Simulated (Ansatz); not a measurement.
## Geometry relaxation of AlH₂ClF₂ (part 2 of 2)

The same run, continued: AlH₂ClF₂; RKS B3LYP-D4/def2-SVP (Ansatz 0.2.0). It belongs to a series of runs on one base structure; here: end point A relaxed.

Geometry of the input (Å):
```
Al -0.0601  0.2191  -0.0941
H  -0.0889  0.2281  1.4701
F  1.4084  0.1926  -0.8647
Cl -1.8042  0.4169  -1.2184
F  -0.1708  -2.3292  1.2339
H  -0.1438  -1.6024  1.8152
```

```
mean field -24580.68227391 eV, -903.3234121814 hartree, gradient 6.1e-6 eV, S^2 0.000000; 1 other end points of the search recorded, 0 dependent functions left out
the calculation of the forces begins
reference -24580.68250037 eV, -903.3234205037 hartree; 25, 25 occupied and 49, 49 virtual orbitals, 725 factors
Total energy: -24580.84283112 eV, -903.3293125501 hartree
Atom 0 at    -0.075932     0.060798     0.090343 Å, force     0.013994     0.017549    -0.007617 eV/Å
Atom 1 at    -0.070537     0.608886     1.570628 Å, force     0.000139     0.003474    -0.010855 eV/Å
Atom 2 at     1.386329    -0.072869    -0.702246 Å, force    -0.012496     0.004998     0.008148 eV/Å
Atom 3 at    -1.808313     0.188326    -1.103353 Å, force     0.001981     0.000577     0.003260 eV/Å
Atom 4 at    -0.180166    -1.849807     0.775364 Å, force    -0.003675    -0.023948     0.009254 eV/Å
Atom 5 at    -0.110682    -1.810134     1.711266 Å, force     0.000056    -0.002649    -0.002188 eV/Å
Dipole moment:    -0.033621    -0.467304     0.771707 e Å
```

**Trajectory as extended XYZ (Å, eV, eV/Å), 11 frames, from step=1 to step=11**
```
6
Properties=species:S:1:pos:R:3:forces:R:3 step=1 energy=-24580.40782
Al   -0.0601    0.2191   -0.0941    0.0199  -0.3510   0.0816
H    -0.0889    0.2281    1.4701    0.0102   0.1134   0.1091
F     1.4084    0.1926   -0.8647   -0.0116  -0.0035   0.0023
Cl   -1.8042    0.4169   -1.2184   -0.0323   0.0032  -0.0337
F    -0.1708   -2.3292    1.2339    0.0118   0.2115  -0.3075
H    -0.1438   -1.6024    1.8152    0.0020   0.0264   0.1483
6
Properties=species:S:1:pos:R:3:forces:R:3 step=2 energy=-24580.49638
Al   -0.0609    0.1375   -0.0722    0.0000  -0.3341   0.3338
H    -0.0797    0.2422    1.4956    0.0095   0.2194   0.0582
F     1.4034    0.1718   -0.8531    0.0129  -0.0882  -0.0067
Cl   -1.7997    0.3798   -1.2033   -0.0486  -0.0523  -0.0365
F    -0.1739   -2.1868    1.0963    0.0657   1.1384   0.9349
H    -0.1486   -1.6193    1.8787   -0.0396  -0.8833  -1.2836
6
Properties=species:S:1:pos:R:3:forces:R:3 step=3 energy=-24580.66698
Al   -0.0620    0.0408   -0.0096    0.0721  -0.1950   0.4028
H    -0.0723    0.3499    1.5454    0.0104   0.0440  -0.0334
F     1.3969    0.1019   -0.8098   -0.0412  -0.1783   0.0571
Cl   -1.7944    0.3055   -1.1524   -0.0912  -0.1048  -0.0475
F    -0.1694   -2.0559    0.9512    0.0609   1.0668   0.9309
H    -0.1581   -1.6170    1.8172   -0.0111  -0.6325  -1.3098
6
Properties=species:S:1:pos:R:3:forces:R:3 step=4 energy=-24580.80139
Al   -0.0684   -0.0255    0.0494   -0.0266   0.1554   0.1654
H    -0.0723    0.3643    1.5938    0.0003   0.1003  -0.0180
F     1.3854    0.0141   -0.7583    0.0656  -0.1232   0.0178
Cl   -1.7948    0.2399   -1.1160   -0.0614  -0.0709  -0.0030
F    -0.1577   -1.8984    0.8371    0.0151   0.0972   0.2965
H    -0.1515   -1.5692    1.7361    0.0070  -0.1588  -0.4587
6
Properties=species:S:1:pos:R:3:forces:R:3 step=5 energy=-24580.58713 accepted=F
Al   -0.0896    0.1324    0.1232    1.5058  -1.3251  -2.0172
H    -0.1216    0.4274    1.6410    0.1074   0.3012   0.4089
F     1.4290   -0.1319   -0.7293   -1.8607   0.6338   1.1952
Cl   -1.8174    0.1682   -1.1035    0.2303   0.2390   0.2100
F    -0.1976   -1.9023    0.7676    0.0984   0.5488   0.2810
H    -0.0620   -1.5687    1.6429   -0.0812  -0.3977  -0.0778
6
Properties=species:S:1:pos:R:3:forces:R:3 step=6 energy=-24580.81992
Al   -0.0689   -0.0062    0.0739   -0.0513   0.1573  -0.0409
H    -0.0703    0.4498    1.5980   -0.0014  -0.0634  -0.0418
F     1.3888   -0.0242   -0.7295    0.0514  -0.0686   0.0115
Cl   -1.8022    0.2112   -1.0983   -0.0165  -0.0370   0.0141
F    -0.1622   -1.9022    0.7990    0.0208   0.1826   0.1205
H    -0.1444   -1.6032    1.6989   -0.0031  -0.1709  -0.0633
6
Properties=species:S:1:pos:R:3:forces:R:3 step=7 energy=-24580.82904
Al   -0.0714    0.0292    0.0751   -0.0368  -0.0589  -0.0285
H    -0.0721    0.4750    1.5961   -0.0015   0.0310  -0.0234
F     1.3959   -0.0540   -0.7103   -0.0062   0.0186  -0.0122
Cl   -1.8140    0.1961   -1.0959    0.0392   0.0164   0.0133
F    -0.1677   -1.8824    0.7833    0.0104   0.1041   0.0052
H    -0.1300   -1.6387    1.6937   -0.0052  -0.1113   0.0456
6
Properties=species:S:1:pos:R:3:forces:R:3 step=8 energy=-24580.83509
Al   -0.0741    0.0461    0.0794    0.0561  -0.1038  -0.0545
H    -0.0745    0.5206    1.5877    0.0017   0.0379  -0.0084
F     1.3962   -0.0677   -0.7044   -0.0885   0.0425   0.0225
Cl   -1.8158    0.1934   -1.0963    0.0338   0.0216   0.0022
F    -0.1690   -1.8722    0.7748    0.0072   0.1072   0.1421
H    -0.1220   -1.6949    1.7008   -0.0102  -0.1054  -0.1040
6
Properties=species:S:1:pos:R:3:forces:R:3 step=9 energy=-24580.83833
Al   -0.0779    0.0713    0.0879    0.0934  -0.1090  -0.0274
H    -0.0765    0.6140    1.5681    0.0063   0.0183   0.0052
F     1.3883   -0.0824   -0.6996   -0.0865   0.0437   0.0362
Cl   -1.8116    0.1938   -1.1029    0.0009   0.0095  -0.0085
F    -0.1741   -1.8557    0.7705    0.0261   0.0628   0.5908
H    -0.1074   -1.8157    1.7180   -0.0402  -0.0253  -0.5963
6
Properties=species:S:1:pos:R:3:forces:R:3 step=10 energy=-24580.82237 accepted=F
Al   -0.0815    0.0246    0.0964    0.0599   0.5583  -0.0380
H    -0.0505    0.6396    1.5505   -0.0598  -0.0581   0.0259
F     1.3885   -0.0517   -0.6890   -0.0030  -0.1172  -0.0491
Cl   -1.8107    0.1839   -1.1026    0.0116  -0.0671   0.0107
F    -0.1910   -1.8201    0.7770   -0.0346  -0.3684  -0.1457
H    -0.1142   -1.8511    1.7097    0.0259   0.0526   0.1962
6
Properties=species:S:1:pos:R:3:forces:R:3 step=11 energy=-24580.84261
Al   -0.0759    0.0608    0.0903    0.0140   0.0175  -0.0076
H    -0.0705    0.6089    1.5706    0.0001   0.0035  -0.0109
F     1.3863   -0.0729   -0.7022   -0.0125   0.0050   0.0081
Cl   -1.8083    0.1883   -1.1034    0.0020   0.0006   0.0033
F    -0.1802   -1.8498    0.7754   -0.0037  -0.0239   0.0093
H    -0.1107   -1.8101    1.7113    0.0001  -0.0026  -0.0022
```

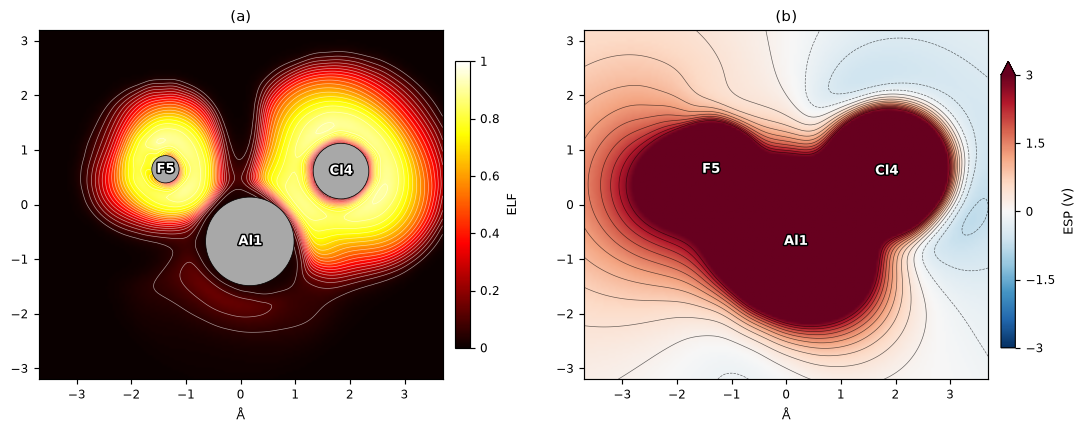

**Figure 1.** (a) electron localisation function; (b) electrostatic potential on the plane of atoms Cl4, Al1 and F5. Grey discs, where drawn, cover atomic cores. Al–Cl (2.11 Å): the ELF peaks at about 0.90 in the valence shell of Cl, 0.9 Å from its nucleus, and is about 0.85 at the midpoint.

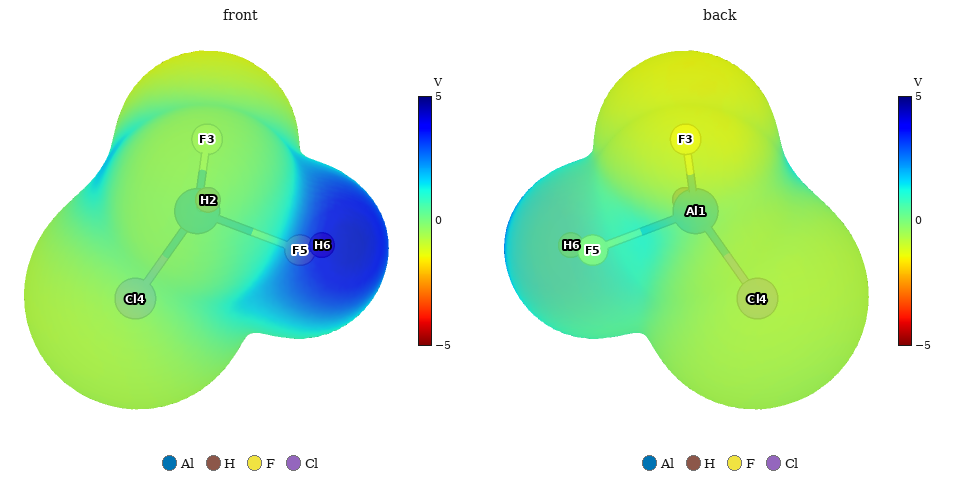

**Figure 2.** The electrostatic potential painted on the density surface at 0.001 e/bohr³, seen at a tilt and from behind; red is negative and blue positive.

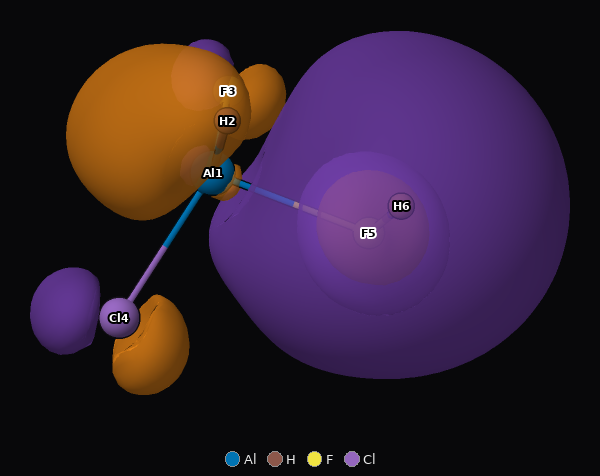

**Figure 3.** One frontier orbital at ±0.06 Å⁻³ᐟ² (orange and purple are the two phases), seen at a tilt. The LUMO, at −0.94 eV. By Hirshfeld shares it lies mainly on H6 (50 %), F5 (25 %) and Al1 (20 %).

**Summary**

- outcome: converged
- total energy: −24580.8428 eV
- mean-field energy: −24580.6825 eV
- largest force (length of the vector) at the end: 0.026 eV/Å
- hardware: 1 thread of Arm Neoverse V1, 24 GiB of memory available, shared host
- wall time: 31 s
- peak memory: 0.14 GiB
